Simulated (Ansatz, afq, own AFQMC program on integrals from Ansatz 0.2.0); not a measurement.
# AlBH2 (triplet): quantum Monte Carlo beside coupled cluster, 6-31G, part 2 of 2

Ansatz 0.2.0, Gaussian basis, and an in-house AFQMC program (afq) on its integrals; all values are calculated; 6-31G, frozen cores.

### 12 Phaseless AFQMC, single-determinant trial on UHF

It reads the integrals that the CCSD(T) run on this determinant wrote.

On the command line:

```sh
$ afq ham --method phaseless --trial hf --walkers 280 --populations 1 --least-time 40 --time-step 0.005 --steps-per-block 20 --equilibration-blocks 112 --max-blocks 600 --target-error 0.00102 --factor-cut 1e-05 --start spin_pure --seed 5726 --taylor-order 6
```

The program printed:

```text
orbitals 20  electrons 5 3  factors 127 of 328
reference energy -267.56770499 Eh
CCSD correlation -0.08584010 Eh in 12 cycles, weight of the determinant in the CISD state 0.8983
energy of the start -267.567746 Eh
 block  time / (1/Eh)  mean weight  energy / Eh
     1     0.100  1.0003  -267.577707
     2     0.200  1.0005  -267.586125
     3     0.300  0.9998  -267.593244
     4     0.400  1.0001  -267.598664
     5     0.500  1.0000  -267.604550
     6     0.600  1.0001  -267.608506
     7     0.700  1.0005  -267.611644
     8     0.800  1.0002  -267.613570
     9     0.900  1.0003  -267.617673
    10     1.000  0.9994  -267.618996
    13     1.300  0.9998  -267.628930
    25     2.500  1.0001  -267.643473
    37     3.700  1.0004  -267.648663
    49     4.900  0.9998  -267.657265
    61     6.100  1.0000  -267.654881
    73     7.300  1.0005  -267.654943
    85     8.500  1.0003  -267.648961
    97     9.700  1.0000  -267.654442
   109    10.900  0.9996  -267.667722
   121    12.100  1.0008  -267.654177
   133    13.300  1.0000  -267.664055
   145    14.500  0.9995  -267.658622
   157    15.700  0.9996  -267.653763
   169    16.900  1.0005  -267.662452
   181    18.100  0.9999  -267.654036
   193    19.300  1.0000  -267.658873
   205    20.500  1.0000  -267.655342
   217    21.700  0.9999  -267.653335
   229    22.900  1.0004  -267.655155
   241    24.100  1.0005  -267.671889
   253    25.300  0.9983  -267.656922
   265    26.500  1.0005  -267.644511
   277    27.700  1.0002  -267.655207
   289    28.900  1.0001  -267.648925
   301    30.100  1.0000  -267.649673
   313    31.300  1.0003  -267.655699
   325    32.500  0.9999  -267.662082
   337    33.700  0.9995  -267.651364
   349    34.900  1.0000  -267.656459
   361    36.100  0.9995  -267.653952
   373    37.300  1.0002  -267.656723
   385    38.500  1.0002  -267.654677
   397    39.700  0.9994  -267.651496
   409    40.900  1.0000  -267.663121
   421    42.100  1.0000  -267.654415
   433    43.300  1.0001  -267.652305
   445    44.500  0.9998  -267.654964
   457    45.700  1.0003  -267.650608
   469    46.900  1.0000  -267.653339
   481    48.100  1.0006  -267.654176
   493    49.300  0.9997  -267.644479
   505    50.500  1.0004  -267.650151
blocks merged  error / Eh  count
     1  0.000250  400
     2  0.000338  200
     4  0.000447  100
     8  0.000566  50
    16  0.000693  25
    32  0.000828  12
energy -267.655217 +/- 0.000693 Eh
```

Run time: 2.4 min. Hardware: 1 thread of Arm Neoverse V1, shared host.

Energy -7283.2695 ± 0.0189 eV. Caveats: constraint bias not in the error.

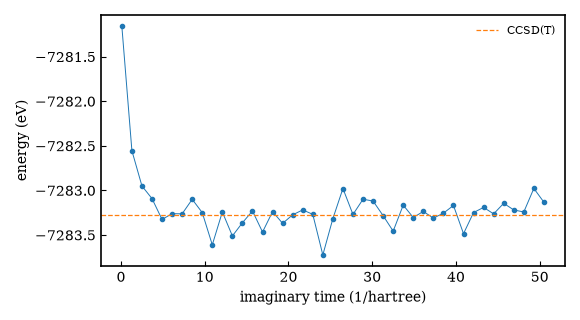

Block energies along the walk.

### 13 Free-projection AFQMC, CISD trial on UHF

It reads the integrals that the CCSD(T) run on this determinant wrote.

On the command line:

```sh
$ afq ham --method free --trial cisd --walkers 140 --time-step 0.03 --max-blocks 80 --target-error 0.00034 --factor-cut 1e-05 --seed 3987 --times 0,0.3,0.6,1.2,1.8,2.4,3.6,4.8,6 --taylor-order 8
```

The program printed:

```text
orbitals 20  electrons 5 3  factors 127 of 328
reference energy -267.56770499 Eh
CCSD correlation -0.08584010 Eh in 12 cycles, weight of the determinant in the CISD state 0.8983
repeat  energy at the last time / Eh  error
    10  -267.657313  0.000291
    20  -267.656928  0.000244
    30  -267.656968  0.000195
time / (1/Eh)  energy / Eh  error  mean overlap
  0.00  -267.653523  0.000048  1.1127
  0.30  -267.654506  0.000066  1.1132
  0.60  -267.655093  0.000051  1.1196
  1.20  -267.655984  0.000081  1.1232
  1.80  -267.656462  0.000089  1.1130
  2.40  -267.656664  0.000103  1.1051
  3.60  -267.656899  0.000125  1.1035
  4.80  -267.656841  0.000169  1.1086
  6.00  -267.657021  0.000198  1.1174
energy -267.657021 +/- 0.000198 Eh
```

Wall time 64 s (1 thread of Arm Neoverse V1, shared host).

Energy -7283.3186 ± 0.0054 eV. Caveats: remainder of the start not in the error.

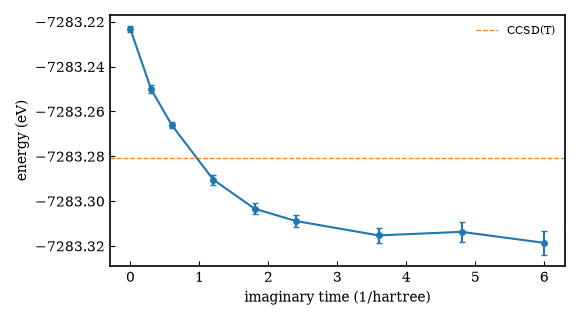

Energy against projection time, with error bars.

### 14 Free-projection AFQMC, CISD trial on UHF (settings varied)

It reads the integrals that the CCSD(T) run on this determinant wrote.

On the command line:

```sh
$ afq ham --method free --trial cisd --walkers 200 --time-step 0.08 --max-blocks 30 --target-error 0.00068 --factor-cut 1e-05 --seed 5246 --times 0.0,0.4,0.8,1.6,2.4 --taylor-order 8
```

The program printed:

```text
orbitals 20  electrons 5 3  factors 127 of 328
reference energy -267.56770499 Eh
CCSD correlation -0.08584010 Eh in 12 cycles, weight of the determinant in the CISD state 0.8983
repeat  energy at the last time / Eh  error
    10  -267.656456  0.000141
    20  -267.656391  0.000084
    30  -267.656355  0.000094
time / (1/Eh)  energy / Eh  error  mean overlap
  0.00  -267.653513  0.000034  1.1127
  0.40  -267.654757  0.000059  1.1192
  0.80  -267.655470  0.000073  1.1208
  1.60  -267.656279  0.000085  1.1179
  2.40  -267.656355  0.000094  1.1371
energy -267.656355 +/- 0.000094 Eh
```

It took 29 s on 1 thread of Arm Neoverse V1, shared host.

Energy -7283.3005 ± 0.0026 eV. Caveats: remainder of the start not in the error.

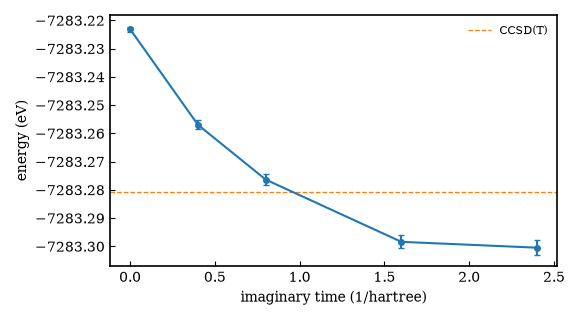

Energy against projection time, with error bars.

### 15 All levels side by side

The full CI on restricted orbitals is not used as the yardstick for these unrestricted rows.

On the UHF determinant, counted from CCSDT(Q) (a yardstick, not exact):

| level | energy (eV) | from CCSDT(Q) (kcal/mol) | statistical error (kcal/mol) | time |
| --- | --- | --- | --- | --- |
| HF | -7280.8882 | +56.02 |  |  |
| MP2 | -7282.4528 | +19.94 |  |  |
| CCSD | -7283.2240 | +2.15 |  |  |
| CCSD(T) | -7283.2808 | +0.85 |  |  |
| CCSDT(Q) | -7283.3174 | 0.00 |  |  |
| Phaseless AFQMC, CISD trial, step 0.005, 140 walkers | -7283.2971 | +0.47 | 0.09 | 2.2 min |
| Phaseless AFQMC, single-determinant trial, step 0.005, 280 walkers | -7283.2695 | +1.11 | 0.43 | 2.4 min |
| Free-projection AFQMC, CISD trial, step 0.03, 140 walkers | -7283.3186 | -0.03 | 0.12 | 64 s |
| Free-projection AFQMC, CISD trial, step 0.08, 200 walkers | -7283.3005 | +0.39 | 0.06 | 29 s |

The functionals' totals stand on their own zeros and serve differences with other points: PBE -7294.434 eV; r2SCAN -7298.284 eV; PBE0 -7295.245 eV; B3LYP -7300.193 eV; wB97M-V -7298.280 eV; B2PLYP -7294.699 eV.

### 16 What came out

This closing draws on all 2 parts.

| quantity | value |
| --- | --- |
| CCSD(T) on UHF from CCSDT(Q) | +0.85 kcal/mol |
| Phaseless AFQMC, CISD trial on UHF from CCSDT(Q) | +0.47 ± 0.09 kcal/mol |
| Phaseless AFQMC, single-determinant trial on UHF from CCSDT(Q) | +1.11 ± 0.43 kcal/mol |
| Free-projection AFQMC, CISD trial on UHF from CCSDT(Q) | -0.03 ± 0.12 kcal/mol |

What this shows: On UHF the phaseless walk with the CISD trial lies +0.47 kcal/mol from CCSDT(Q), 5 times its error bar. Free projection has no constraint; at the last time it gives -0.03 ± 0.12 kcal/mol, and from a start that isn't spin pure other spins can mix in. Error bars are statistical and leave out the constraint, the time step and what remains of the start.
